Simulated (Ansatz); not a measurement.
## C2H5Br: geometry relaxation

- system: C2H5Br, SMILES CCBr
- method: MP2/6-31G*, RHF (Ansatz 0.2.0)

The geometry comes from this level: PBE0-D4/def2-TZVP. Figures and captions count atoms from 1; the log counts them from 0 in places.

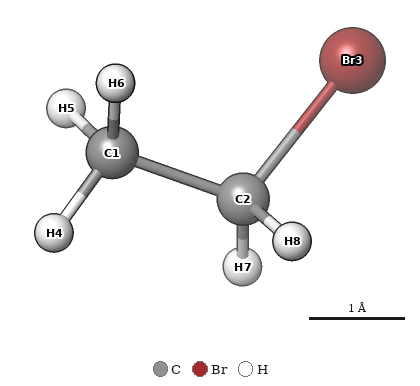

Figure 1. The starting structure (ball-and-stick view, seen at a tilt; atoms are numbered from 1 in the order of the input). Bond lengths as drawn: Br–C 1.95 Å, C–C 1.51 Å and C–H 1.09 Å.

Input file:
```yaml
basis:
  gaussian:
    orbitals: "6-31G*"
crystal:
  periodic: [false, false, false]
  atoms:
    - {symbol: C, position_ang: [-0.429100, 0.590100, -0.328800]}
    - {symbol: C, position_ang: [0.243000, -0.639200, 0.222500]}
    - {symbol: Br, position_ang: [1.994500, -0.223400, 0.972400]}
    - {symbol: H, position_ang: [-1.406200, 0.316400, -0.739300]}
    - {symbol: H, position_ang: [0.162900, 1.040400, -1.126700]}
    - {symbol: H, position_ang: [-0.582800, 1.339300, 0.449000]}
    - {symbol: H, position_ang: [0.428800, -1.390300, -0.542500]}
    - {symbol: H, position_ang: [-0.318900, -1.090600, 1.037600]}
correlation:
  method: mp2
relax:
  f_tol: 0.002
output:
  orbitals: {seedname: orbitals}
```

Run on 1 thread of Arm Neoverse V1, 24 GiB of memory available, shared host.

Launched with:
```bash
ansatz run molecule.yaml --threads 1 --pin off --max-ram 3480MiB --events-out events.jsonl --progress --plain --runs-dir runs
```

What the program printed:
```
The last accepted step is kept in runs//last_step.txt (removed where the run ends without a failure and the disk answers)
Functional definition: HF
  name "HF"
  exchange = exact_x
  correlation = 0
these checks for a lower state are left out or cut short: cluster_reference
848 factors; integrals over basis functions are off by at most 3.4e-4 eV
mean field evaluation 1: about -72129.5784 eV, gradient 1.9e1 eV
mean field evaluation 2: about -72129.6183 eV, gradient 1.9e1 eV
mean field evaluation 4: about -72130.7060 eV, gradient 2.1e0 eV
mean field evaluation 8: about -72130.7192 eV, gradient 1.1e-1 eV
mean field -72130.71931239 eV, -2650.7550427726 hartree, gradient 3.9e-6 eV, S^2 0.000000; 0 other end points of the search recorded, 0 dependent functions left out
11 core orbitals not correlated: weight in the atoms' cores, before any rotation towards them, 1.000 or more for the frozen orbitals, at most 0.000 for the correlated occupied ones
reference -72130.71931239 eV, -2650.7550427726 hartree; 15, 15 occupied and 49, 49 virtual orbitals, 848 factors
second order -14.31557904 eV of doubles, -0.00000000 eV of singles
the calculation of the forces begins
relax step   1: F+E_penalty+E_count = -72145.03489143 eV  Δ(F+E_penalty+E_count) = +0.000e0 eV  max|allowed force component| = 2.162e-1 eV/Å  Δτ_max = 0.0000 Å  (43 SCF iters, accepted)
these checks for a lower state are left out or cut short: starts, cluster_reference, orbital_swaps, neighbouring_geometries, increment
848 factors; integrals over basis functions are off by at most 3.4e-4 eV
mean field evaluation 16: about -72130.7195 eV, gradient 5.3e-1 eV
mean field -72130.72033313 eV, -2650.7550802843 hartree, gradient 6.5e-6 eV, S^2 0.000000; 0 other end points of the search recorded, 0 dependent functions left out
11 core orbitals not correlated: weight in the atoms' cores, before any rotation towards them, 1.000 or more for the frozen orbitals, at most 0.000 for the correlated occupied ones
reference -72130.72033313 eV, -2650.7550802843 hartree; 15, 15 occupied and 49, 49 virtual orbitals, 848 factors
second order -14.31708160 eV of doubles, -0.00000000 eV of singles
the calculation of the forces begins
relax step   2: F+E_penalty+E_count = -72145.03741473 eV  Δ(F+E_penalty+E_count) = -2.523e-3 eV  max|allowed force component| = 1.072e-1 eV/Å  Δτ_max = 0.0118 Å  (34 SCF iters, accepted)
these checks for a lower state are left out or cut short: starts, cluster_reference, orbital_swaps, neighbouring_geometries, increment
848 factors; integrals over basis functions are off by at most 3.4e-4 eV
mean field -72130.72036728 eV, -2650.7550815394 hartree, gradient 3.2e-6 eV, S^2 0.000000; 0 other end points of the search recorded, 0 dependent functions left out
11 core orbitals not correlated: weight in the atoms' cores, before any rotation towards them, 1.000 or more for the frozen orbitals, at most 0.000 for the correlated occupied ones
reference -72130.72036728 eV, -2650.7550815394 hartree; 15, 15 occupied and 49, 49 virtual orbitals, 848 factors
second order -14.31739394 eV of doubles, -0.00000000 eV of singles
the calculation of the forces begins
relax step   3: F+E_penalty+E_count = -72145.03776122 eV  Δ(F+E_penalty+E_count) = -3.465e-4 eV  max|allowed force component| = 1.253e-2 eV/Å  Δτ_max = 0.0033 Å  (33 SCF iters, accepted)
these checks for a lower state are left out or cut short: starts, cluster_reference, orbital_swaps, neighbouring_geometries, increment
848 factors; integrals over basis functions are off by at most 3.4e-4 eV
mean field evaluation 32: about -72130.7204 eV, gradient 4.2e-2 eV
mean field -72130.72041098 eV, -2650.7550831452 hartree, gradient 2.5e-6 eV, S^2 0.000000; 0 other end points of the search recorded, 0 dependent functions left out
11 core orbitals not correlated: weight in the atoms' cores, before any rotation towards them, 1.000 or more for the frozen orbitals, at most 0.000 for the correlated occupied ones
reference -72130.72041098 eV, -2650.7550831452 hartree; 15, 15 occupied and 49, 49 virtual orbitals, 848 factors
second order -14.31736806 eV of doubles, -0.00000000 eV of singles
the calculation of the forces begins
relax step   4: F+E_penalty+E_count = -72145.03777904 eV  Δ(F+E_penalty+E_count) = -1.781e-5 eV  max|allowed force component| = 3.990e-3 eV/Å  Δτ_max = 0.0009 Å  (31 SCF iters, accepted)
these checks for a lower state are left out or cut short: starts, cluster_reference, orbital_swaps, neighbouring_geometries, increment
848 factors; integrals over basis functions are off by at most 3.4e-4 eV
mean field -72130.72053673 eV, -2650.7550877663 hartree, gradient 1.2e-6 eV, S^2 0.000000; 0 other end points of the search recorded, 0 dependent functions left out
11 core orbitals not correlated: weight in the atoms' cores, before any rotation towards them, 1.000 or more for the frozen orbitals, at most 0.000 for the correlated occupied ones
reference -72130.72053673 eV, -2650.7550877663 hartree; 15, 15 occupied and 49, 49 virtual orbitals, 848 factors
second order -14.31724373 eV of doubles, -0.00000000 eV of singles
the calculation of the forces begins
relax step   5: F+E_penalty+E_count = -72145.03778046 eV  Δ(F+E_penalty+E_count) = -1.420e-6 eV  max|allowed force component| = 1.252e-4 eV/Å  Δτ_max = 0.0003 Å  (31 SCF iters, accepted)
```

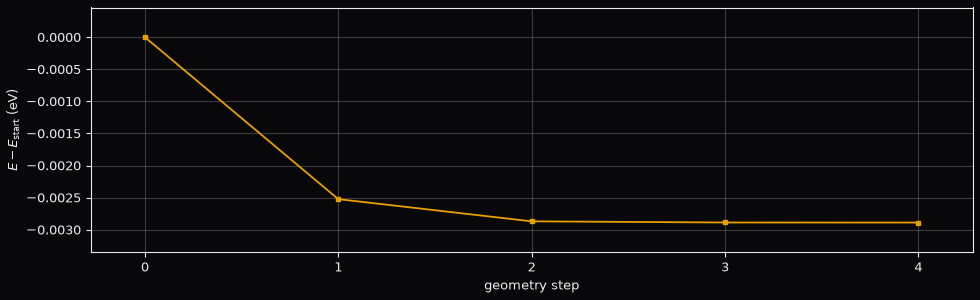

Figure 2. Progress of the relaxation, step by step (the first geometry is step 0 here and step 1 in the log). The energy falls by 0.003 eV in 4 geometry steps. Largest force component: 0.22 eV/Å at the start, 0.00013 eV/Å at the end. Br3 moves most after the best rigid fit: 0.011 Å. By element the largest moves are Br 0.011 Å, H 0.006 Å, C 0.005 Å. Among the contacts that change: C1–C2 1.506 → 1.515 Å, C2–Br3 1.950 → 1.959 Å. (Atoms are counted from 1 in the order of the input.)

```
these checks for a lower state are left out or cut short: cluster_reference
848 factors; integrals over basis functions are off by at most 3.4e-4 eV
mean field -72130.72053673 eV, -2650.7550877663 hartree, gradient 1.2e-6 eV, S^2 0.000000; 1 other end points of the search recorded, 0 dependent functions left out
11 core orbitals not correlated: weight in the atoms' cores, before any rotation towards them, 1.000 or more for the frozen orbitals, at most 0.000 for the correlated occupied ones
reference -72130.72053673 eV, -2650.7550877663 hartree; 15, 15 occupied and 49, 49 virtual orbitals, 848 factors
second order -14.31724373 eV of doubles, -0.00000000 eV of singles
the calculation of the forces begins
Total energy: -72145.03778046 eV, -2651.2812367688 hartree
Atom 0 at    -0.431502     0.593320    -0.330538 Å, force     0.000111     0.000062     0.000033 eV/Å
Atom 1 at     0.244555    -0.643932     0.224097 Å, force     0.000125     0.000039     0.000054 eV/Å
Atom 2 at     2.003202    -0.217401     0.975420 Å, force    -0.000077     0.000007    -0.000038 eV/Å
Atom 3 at    -1.408702     0.317123    -0.740575 Å, force    -0.000115    -0.000045    -0.000044 eV/Å
Atom 4 at     0.164826     1.041281    -1.127720 Å, force     0.000016    -0.000021     0.000002 eV/Å
Atom 5 at    -0.582153     1.340729     0.450779 Å, force     0.000005    -0.000023     0.000020 eV/Å
Atom 6 at     0.425509    -1.394343    -0.545054 Å, force     0.000007    -0.000028    -0.000100 eV/Å
Atom 7 at    -0.323534    -1.094077     1.037791 Å, force    -0.000072     0.000009     0.000072 eV/Å
Dipole moment:    -0.432250    -0.063700    -0.192468 e Å
Checks for a lower state left out: cluster_reference
```

Trajectory as extended XYZ (Å, eV, eV/Å), 5 frames, from step=1 to step=5:
```
8
Properties=species:S:1:pos:R:3:forces:R:3 step=1 energy=-72145.03489
C    -0.4291    0.5901   -0.3288   -0.1494   0.2038  -0.1085
C     0.2430   -0.6392    0.2225    0.0669  -0.2162   0.0716
Br    1.9945   -0.2234    0.9724    0.1836   0.0696   0.0738
H    -1.4062    0.3164   -0.7393   -0.0227  -0.0167  -0.0075
H     0.1629    1.0404   -1.1267    0.0335   0.0067  -0.0222
H    -0.5828    1.3393    0.4490    0.0058   0.0178   0.0358
H     0.4288   -1.3903   -0.5425   -0.0413  -0.0396  -0.0583
H    -0.3189   -1.0906    1.0376   -0.0764  -0.0254   0.0153
8
Properties=species:S:1:pos:R:3:forces:R:3 step=2 energy=-72145.03741
C    -0.4297    0.5913   -0.3293   -0.0528   0.1072  -0.0453
C     0.2459   -0.6420    0.2244   -0.0039  -0.0860   0.0145
Br    2.0037   -0.2167    0.9755    0.0028  -0.0051   0.0023
H    -1.4070    0.3156   -0.7395   -0.0004  -0.0106   0.0018
H     0.1642    1.0408   -1.1273    0.0099  -0.0007  -0.0031
H    -0.5824    1.3400    0.4502    0.0040   0.0016   0.0094
H     0.4225   -1.3930   -0.5448    0.0302  -0.0071  -0.0108
H    -0.3250   -1.0933    1.0350    0.0102   0.0008   0.0312
8
Properties=species:S:1:pos:R:3:forces:R:3 step=3 energy=-72145.03776
C    -0.4311    0.5932   -0.3303   -0.0119   0.0125  -0.0081
C     0.2451   -0.6438    0.2243   -0.0085  -0.0113  -0.0019
Br    2.0034   -0.2180    0.9756    0.0036   0.0013   0.0015
H    -1.4085    0.3172   -0.7405    0.0030  -0.0036   0.0021
H     0.1641    1.0421   -1.1280    0.0044  -0.0065   0.0034
H    -0.5827    1.3415    0.4502    0.0045  -0.0066   0.0033
H     0.4253   -1.3948   -0.5446    0.0026   0.0071  -0.0005
H    -0.3234   -1.0947    1.0376    0.0023   0.0072   0.0002
8
Properties=species:S:1:pos:R:3:forces:R:3 step=4 energy=-72145.03778
C    -0.4314    0.5933   -0.3305   -0.0028   0.0030  -0.0019
C     0.2447   -0.6439    0.2242   -0.0035  -0.0040  -0.0009
Br    2.0032   -0.2175    0.9755    0.0012   0.0004   0.0005
H    -1.4087    0.3171   -0.7406    0.0020  -0.0004   0.0010
H     0.1647    1.0415   -1.1278    0.0002  -0.0020   0.0017
H    -0.5823    1.3409    0.4507    0.0011  -0.0024  -0.0002
H     0.4255   -1.3945   -0.5450    0.0002   0.0030   0.0013
H    -0.3235   -1.0942    1.0378    0.0015   0.0025  -0.0015
8
Properties=species:S:1:pos:R:3:forces:R:3 step=5 energy=-72145.03778
C    -0.4315    0.5933   -0.3305    0.0001   0.0001   0.0000
C     0.2446   -0.6439    0.2241    0.0001   0.0000   0.0001
Br    2.0032   -0.2174    0.9754   -0.0001   0.0000   0.0000
H    -1.4087    0.3171   -0.7406   -0.0001   0.0000   0.0000
H     0.1648    1.0413   -1.1277    0.0000   0.0000   0.0000
H    -0.5822    1.3407    0.4508    0.0000   0.0000   0.0000
H     0.4255   -1.3943   -0.5451    0.0000   0.0000  -0.0001
H    -0.3235   -1.0941    1.0378   -0.0001   0.0000   0.0001
```

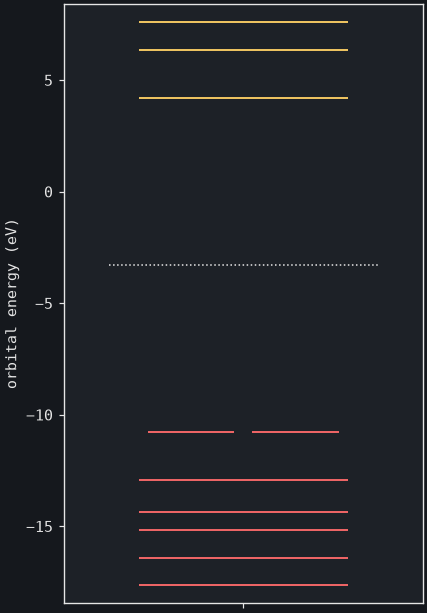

Figure 3. Orbital energies near the frontier (SCF reference); the dotted line parts filled from empty levels, and levels within 0.02 eV of each other stand side by side. Highest filled −10.78 eV, lowest empty 4.21 eV, 14.99 eV apart.

Results in brief:

- outcome: converged
- total energy: −2651.281237 hartree
- SCF energy: −2650.755088 hartree
- MP2 energy: −2651.281237 hartree
- correlation energy: −0.526149 hartree
- basis functions: 75
- largest force: 0.000 eV/Å
- SCF solution under orbital rotations: stable
- HOMO of the SCF reference: −10.78 eV
- LUMO of the SCF reference: 4.21 eV
- wall time: 17 s
- peak memory: 0.16 GiB
